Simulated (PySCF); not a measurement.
**SiH$_{3}$O$_{3}$: property calculation**

SiH$_{3}$O$_{3}$, multiplicity 2, SMILES O[Si](O)O, computed with HF/x2c-TZVPPall, UHF, sfX2C (PySCF 2.14.0).

The geometry comes from this level: PBE0-D4/def2-TZVP.

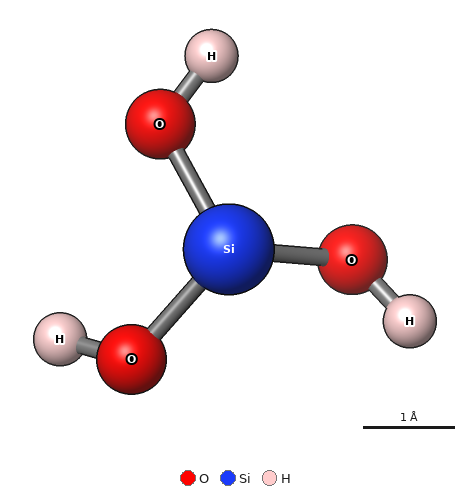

Fig. 1: The structure (ball-and-stick view, seen at a tilt).

### Input (job.py)
```python
from pyscf import gto, scf

molecule = gto.Mole()
molecule.atom = 'geometry.xyz'
molecule.basis = 'x2c-tzvppall'
molecule.max_memory = 1860
molecule.charge = 0
molecule.verbose = 3
molecule.spin = 1
molecule.build()

calc0 = scf.UHF(molecule)
calc0 = calc0.sfx2c1e()
calc0.conv_tol = 1e-10
calc0.kernel()
if not calc0.converged:
    calc0 = calc0.newton().run(calc0.mo_coeff, calc0.mo_occ)

etot = calc0.e_tot
print('E = %.10f Eh' % etot)
calc0.analyze()
quad = calc0.quad_moment()
```

### File geometry.xyz
```
7

O     -1.063800     1.054700     0.036100
Si    -0.335000    -0.422100    -0.018100
O      0.492000    -0.811700     1.340300
O      0.775900    -0.339900    -1.225000
H     -1.837900     1.138500     0.595900
H      1.450300    -0.764600     1.282500
H      0.518500     0.145200    -2.011700
```

Run as:
```bash
OMP_NUM_THREADS=1 python job.py
```

### The program's output
```
WARN: HOMO -0.141341854260553 >= LUMO -0.141341854260553

converged SCF energy = -516.263084666942  <S^2> = 0.75312818  2S+1 = 2.0031257
E = -516.2630846669 Eh
**** MO energy ****
                             alpha | beta                alpha | beta
MO #1   energy= -68.9909699115778  | -68.9846821770718  occ= 1 | 1
MO #2   energy= -20.5824821541744  | -20.5775510567345  occ= 1 | 1
MO #3   energy= -20.5804186399575  | -20.5767214599396  occ= 1 | 1
MO #4   energy= -20.5754666227469  | -20.5720784508157  occ= 1 | 1
MO #5   energy= -6.19418893517661  | -6.18412425447191  occ= 1 | 1
MO #6   energy= -4.27803957442609  | -4.26745776811649  occ= 1 | 1
MO #7   energy= -4.27141852419116  | -4.26721891235861  occ= 1 | 1
MO #8   energy= -4.27109234448255  | -4.25922735326948  occ= 1 | 1
MO #9   energy= -1.3773357256914   | -1.36550074510736  occ= 1 | 1
MO #10  energy= -1.34580147659869  | -1.33285954249006  occ= 1 | 1
MO #11  energy= -1.34015951792165  | -1.33021170819277  occ= 1 | 1
MO #12  energy= -0.780242186360645 | -0.763944386098359 occ= 1 | 1
MO #13  energy= -0.714102393057186 | -0.70830080035785  occ= 1 | 1
MO #14  energy= -0.713811138160053 | -0.702895686200681 occ= 1 | 1
MO #15  energy= -0.600254401430779 | -0.572089194530809 occ= 1 | 1
MO #16  energy= -0.58331546998409  | -0.567764525169078 occ= 1 | 1
MO #17  energy= -0.562836165929074 | -0.554707970767254 occ= 1 | 1
MO #18  energy= -0.553129738134943 | -0.540948862044742 occ= 1 | 1
MO #19  energy= -0.53103001401653  | -0.516013856987102 occ= 1 | 1
MO #20  energy= -0.508958978924387 | -0.502785853857844 occ= 1 | 1
MO #21  energy= -0.343581128320771 | 0.070638518123225  occ= 1 | 0
MO #22  energy= 0.134006512316446  | 0.150738985443883  occ= 0 | 0
MO #23  energy= 0.140877659611206  | 0.153724486547769  occ= 0 | 0
MO #24  energy= 0.1523812056546    | 0.161736658646612  occ= 0 | 0
MO #25  energy= 0.20249977287779   | 0.22109593583807   occ= 0 | 0
MO #26  energy= 0.205710242374447  | 0.225941742766985  occ= 0 | 0
MO #27  energy= 0.25524934594759   | 0.274449227021925  occ= 0 | 0
MO #28  energy= 0.333538151941684  | 0.370968012723155  occ= 0 | 0
MO #29  energy= 0.357723533602328  | 0.392153602772274  occ= 0 | 0
MO #30  energy= 0.37701353521998   | 0.405053598247268  occ= 0 | 0
MO #31  energy= 0.417728393193911  | 0.424468496320862  occ= 0 | 0
MO #32  energy= 0.479265817322932  | 0.495752616702686  occ= 0 | 0
MO #33  energy= 0.499129178494933  | 0.514763327596987  occ= 0 | 0
MO #34  energy= 0.520110370451209  | 0.536170304094047  occ= 0 | 0
MO #35  energy= 0.549589504527638  | 0.559056895772546  occ= 0 | 0
MO #36  energy= 0.566910697944169  | 0.574514311141061  occ= 0 | 0
MO #37  energy= 0.588469048893142  | 0.59732864606539   occ= 0 | 0
MO #38  energy= 0.596969421771058  | 0.605631189103345  occ= 0 | 0
MO #39  energy= 0.636415289403428  | 0.645417183410637  occ= 0 | 0
MO #40  energy= 0.655554882686133  | 0.661107838238575  occ= 0 | 0
MO #41  energy= 0.663921435779817  | 0.667317891699809  occ= 0 | 0
MO #42  energy= 0.681721222975377  | 0.685228292560853  occ= 0 | 0
MO #43  energy= 0.689488962565294  | 0.696916044714919  occ= 0 | 0
MO #44  energy= 0.69911138512317   | 0.708757510431433  occ= 0 | 0
MO #45  energy= 0.713778079972219  | 0.719754041474465  occ= 0 | 0
MO #46  energy= 0.7555553820333    | 0.76931650889324   occ= 0 | 0
MO #47  energy= 0.797324857068889  | 0.804749256646901  occ= 0 | 0
MO #48  energy= 0.863180761218107  | 0.866975716713987  occ= 0 | 0
MO #49  energy= 0.89996661331737   | 0.903050696953974  occ= 0 | 0
MO #50  energy= 0.924960107201045  | 0.930383135185169  occ= 0 | 0
MO #51  energy= 0.938615355173511  | 0.943894523613845  occ= 0 | 0
MO #52  energy= 0.945316009022221  | 0.950763514255428  occ= 0 | 0
MO #53  energy= 0.954649127620583  | 0.959634759708583  occ= 0 | 0
MO #54  energy= 0.980455398961429  | 0.987610938691894  occ= 0 | 0
MO #55  energy= 1.08409289359339   | 1.09215325596879   occ= 0 | 0
MO #56  energy= 1.10761167366403   | 1.11516114100898   occ= 0 | 0
MO #57  energy= 1.13184946331807   | 1.13965764750098   occ= 0 | 0
MO #58  energy= 1.19787246652356   | 1.21663119275415   occ= 0 | 0
MO #59  energy= 1.22324432571586   | 1.23598810413918   occ= 0 | 0
MO #60  energy= 1.24671116389067   | 1.26503602885211   occ= 0 | 0
MO #61  energy= 1.28669643601479   | 1.30537260290663   occ= 0 | 0
MO #62  energy= 1.2963914976531    | 1.31034739833491   occ= 0 | 0
MO #63  energy= 1.33622032689766   | 1.34775638827508   occ= 0 | 0
MO #64  energy= 1.36764832686413   | 1.38895456011092   occ= 0 | 0
MO #65  energy= 1.40808565032408   | 1.41631555778201   occ= 0 | 0
MO #66  energy= 1.43779334870784   | 1.44398549872416   occ= 0 | 0
MO #67  energy= 1.46411513230222   | 1.4706208524053    occ= 0 | 0
MO #68  energy= 1.51721247459642   | 1.52843245767648   occ= 0 | 0
MO #69  energy= 1.53898031349811   | 1.54851061624834   occ= 0 | 0
MO #70  energy= 1.62790209044806   | 1.63859924231369   occ= 0 | 0
MO #71  energy= 1.6575839994257    | 1.6661100512068    occ= 0 | 0
MO #72  energy= 1.67061652493292   | 1.68344552139069   occ= 0 | 0
MO #73  energy= 1.92831346133126   | 1.95743599347664   occ= 0 | 0
MO #74  energy= 2.01338325969651   | 2.02264831700429   occ= 0 | 0
MO #75  energy= 2.03504319605294   | 2.03895715361007   occ= 0 | 0
MO #76  energy= 2.08354691531301   | 2.08863293014056   occ= 0 | 0
MO #77  energy= 2.11638897817978   | 2.12065297798441   occ= 0 | 0
MO #78  energy= 2.12036265324907   | 2.12450665122216   occ= 0 | 0
MO #79  energy= 2.13570702045679   | 2.1393731232252    occ= 0 | 0
MO #80  energy= 2.22492924163415   | 2.23045231073215   occ= 0 | 0
MO #81  energy= 2.24070497693217   | 2.24609521821124   occ= 0 | 0
MO #82  energy= 2.27478017418544   | 2.28154120524394   occ= 0 | 0
MO #83  energy= 2.29594449409867   | 2.30362766598551   occ= 0 | 0
MO #84  energy= 2.30188006172946   | 2.30943813581322   occ= 0 | 0
MO #85  energy= 2.31350903612234   | 2.32075595331568   occ= 0 | 0
MO #86  energy= 2.34505158267227   | 2.34956104250226   occ= 0 | 0
MO #87  energy= 2.3948673440221    | 2.39834947205089   occ= 0 | 0
MO #88  energy= 2.40550721281061   | 2.41127500075103   occ= 0 | 0
MO #89  energy= 2.4675880302119    | 2.4731203857767    occ= 0 | 0
MO #90  energy= 2.51293322734431   | 2.51854991226946   occ= 0 | 0
MO #91  energy= 2.80191457177084   | 2.80548601146077   occ= 0 | 0
MO #92  energy= 2.82458915883057   | 2.82686210823681   occ= 0 | 0
MO #93  energy= 2.85400706875969   | 2.8562629410748    occ= 0 | 0
MO #94  energy= 3.0665341555978    | 3.07082760481192   occ= 0 | 0
MO #95  energy= 3.10526866078964   | 3.11177998342207   occ= 0 | 0
MO #96  energy= 3.18740002725164   | 3.19378909277391   occ= 0 | 0
MO #97  energy= 3.22506819187798   | 3.22908466211241   occ= 0 | 0
MO #98  energy= 3.26212560965059   | 3.26466747797685   occ= 0 | 0
MO #99  energy= 3.30101278533941   | 3.30356874931303   occ= 0 | 0
MO #100 energy= 3.49842058295112   | 3.50050103373615   occ= 0 | 0
MO #101 energy= 3.52095327608946   | 3.52214985692583   occ= 0 | 0
MO #102 energy= 3.53765645489364   | 3.53843224125323   occ= 0 | 0
MO #103 energy= 3.55653912417818   | 3.55733153586486   occ= 0 | 0
MO #104 energy= 3.56781031117045   | 3.56953904808734   occ= 0 | 0
MO #105 energy= 3.57064442206624   | 3.57177315301213   occ= 0 | 0
MO #106 energy= 3.67597144763374   | 3.67805772708614   occ= 0 | 0
MO #107 energy= 3.68495165313815   | 3.68628706375284   occ= 0 | 0
MO #108 energy= 3.69221748753878   | 3.69364651045878   occ= 0 | 0
MO #109 energy= 3.75699144180427   | 3.76234426255516   occ= 0 | 0
MO #110 energy= 3.87360031192645   | 3.87834835311027   occ= 0 | 0
MO #111 energy= 3.90957783406601   | 3.91227568226219   occ= 0 | 0
MO #112 energy= 3.92745086057774   | 3.92945210100567   occ= 0 | 0
MO #113 energy= 3.96935481200863   | 3.97011405561628   occ= 0 | 0
MO #114 energy= 3.99579963470891   | 3.99732539638787   occ= 0 | 0
MO #115 energy= 4.14273543390864   | 4.14339546520329   occ= 0 | 0
MO #116 energy= 4.17010386715339   | 4.17084422434973   occ= 0 | 0
MO #117 energy= 4.19309117083645   | 4.19457117143288   occ= 0 | 0
MO #118 energy= 4.31916934320082   | 4.31992394437213   occ= 0 | 0
MO #119 energy= 4.33624527141708   | 4.33700067095624   occ= 0 | 0
MO #120 energy= 4.3428184656658    | 4.34341934382938   occ= 0 | 0
MO #121 energy= 4.3784997040759    | 4.3795983015014    occ= 0 | 0
MO #122 energy= 4.38962551621157   | 4.39072978029422   occ= 0 | 0
MO #123 energy= 4.40574595093593   | 4.4070406590172    occ= 0 | 0
MO #124 energy= 4.59878061461893   | 4.6005352225041    occ= 0 | 0
MO #125 energy= 4.62824580353088   | 4.62958418377092   occ= 0 | 0
MO #126 energy= 4.64615386913617   | 4.64794687139558   occ= 0 | 0
MO #127 energy= 4.8278971071386    | 4.83141253008174   occ= 0 | 0
MO #128 energy= 4.89572995875456   | 4.90312401451393   occ= 0 | 0
MO #129 energy= 5.03369797033861   | 5.03777790300376   occ= 0 | 0
MO #130 energy= 5.23734570801519   | 5.23890715755719   occ= 0 | 0
MO #131 energy= 5.25296636020768   | 5.25447739495487   occ= 0 | 0
MO #132 energy= 5.27402487659024   | 5.27583435907668   occ= 0 | 0
MO #133 energy= 5.41439550482199   | 5.41772593825409   occ= 0 | 0
MO #134 energy= 5.53117036300615   | 5.53444124567891   occ= 0 | 0
MO #135 energy= 5.626046582722     | 5.62957533554804   occ= 0 | 0
MO #136 energy= 5.63784051341251   | 5.64206929254847   occ= 0 | 0
MO #137 energy= 5.67409731181103   | 5.67834175604572   occ= 0 | 0
MO #138 energy= 5.71940007136222   | 5.72272994996062   occ= 0 | 0
MO #139 energy= 5.75690339337814   | 5.76085641476832   occ= 0 | 0
MO #140 energy= 5.80551796481765   | 5.80910176730963   occ= 0 | 0
MO #141 energy= 5.85878844257162   | 5.86196930289753   occ= 0 | 0
MO #142 energy= 5.90137476383326   | 5.90433912016936   occ= 0 | 0
MO #143 energy= 5.90528757694624   | 5.90876224910843   occ= 0 | 0
MO #144 energy= 5.96355345796682   | 5.96686213395537   occ= 0 | 0
MO #145 energy= 6.12613131913924   | 6.13066277885389   occ= 0 | 0
MO #146 energy= 6.19376480519181   | 6.19889937890488   occ= 0 | 0
MO #147 energy= 6.88135376764075   | 6.88550575970989   occ= 0 | 0
MO #148 energy= 6.91543236751871   | 6.9207475309036    occ= 0 | 0
MO #149 energy= 6.94823492180471   | 6.95112006527642   occ= 0 | 0
MO #150 energy= 6.99591341809545   | 6.99983448344877   occ= 0 | 0
MO #151 energy= 7.00197444563415   | 7.00494401512401   occ= 0 | 0
MO #152 energy= 7.01324491856014   | 7.01657861067504   occ= 0 | 0
MO #153 energy= 7.03464853749469   | 7.03875881983643   occ= 0 | 0
MO #154 energy= 7.04692252611222   | 7.04965117048849   occ= 0 | 0
MO #155 energy= 7.07020175874145   | 7.07383149552982   occ= 0 | 0
MO #156 energy= 7.07506797171846   | 7.07820622318033   occ= 0 | 0
MO #157 energy= 7.09312087507429   | 7.09806244178679   occ= 0 | 0
MO #158 energy= 7.13028262511814   | 7.13514112289549   occ= 0 | 0
MO #159 energy= 7.1413568057346    | 7.14677117725342   occ= 0 | 0
MO #160 energy= 7.18184801602561   | 7.18720644372499   occ= 0 | 0
MO #161 energy= 7.20639892442768   | 7.21160610915408   occ= 0 | 0
MO #162 energy= 7.26447948878122   | 7.26985565514919   occ= 0 | 0
MO #163 energy= 7.35408357922752   | 7.36014150971991   occ= 0 | 0
MO #164 energy= 7.38013811573138   | 7.38474267673788   occ= 0 | 0
MO #165 energy= 7.65967851106001   | 7.66240960004541   occ= 0 | 0
MO #166 energy= 7.68618821645608   | 7.68883651611248   occ= 0 | 0
MO #167 energy= 7.76324782345735   | 7.76487625994479   occ= 0 | 0
MO #168 energy= 7.83603157806379   | 7.8379444153456    occ= 0 | 0
MO #169 energy= 7.86315097114635   | 7.86568470778298   occ= 0 | 0
MO #170 energy= 7.88894515544297   | 7.8920952272808    occ= 0 | 0
MO #171 energy= 8.57773299645055   | 8.59460852504299   occ= 0 | 0
MO #172 energy= 9.20319126834831   | 9.20637884058506   occ= 0 | 0
MO #173 energy= 9.2697656022328    | 9.27266136030714   occ= 0 | 0
MO #174 energy= 12.1719590107345   | 12.1810627362532   occ= 0 | 0
MO #175 energy= 45.0212689446849   | 45.0240585929571   occ= 0 | 0
MO #176 energy= 45.0340253232701   | 45.0364606193303   occ= 0 | 0
MO #177 energy= 45.0560046814006   | 45.0587449572871   occ= 0 | 0

To work with the spin densities directly, `use mulliken_meta_spin()` only printing them here.

 ** Mulliken spin pop alpha/beta on meta-lowdin orthogonal AOs **
 ** Mulliken Spin Density (per atom)  **
spin density of  0 O =      0.07611
spin density of  1 Si =      0.81820
spin density of  2 O =      0.04017
spin density of  3 O =      0.05385
spin density of  4 H =     -0.00358
spin density of  5 H =      0.01506
spin density of  6 H =      0.00018
 ** Mulliken pop alpha/beta on meta-lowdin orthogonal AOs **
 ** Mulliken atomic charges   ( Nelec_alpha | Nelec_beta ) **
charge of  0O =     -0.81273  (     4.44442      4.36831 )
charge of  1Si =      1.36116  (     6.72852      5.91032 )
charge of  2O =     -0.81370  (     4.42694      4.38676 )
charge of  3O =     -0.81454  (     4.43420      4.38034 )
charge of  4H =      0.35937  (     0.31852      0.32210 )
charge of  5H =      0.35926  (     0.32790      0.31284 )
charge of  6H =      0.36118  (     0.31950      0.31932 )
Dipole moment(X, Y, Z, Debye): -0.64380,  0.55215, -0.53688
Traceless quadrupole moment (Debye*A):
```

### Key numbers

```csv
quantity,value
outcome,converged
total energy,−516.263085 hartree
basis functions,177
⟨S²⟩,0.753
dipole moment,1.00 D
hardware,"1 thread of Arm Neoverse V2, 24 GiB of memory available, shared host"
wall time,21 s
peak memory,1.1 GiB
```
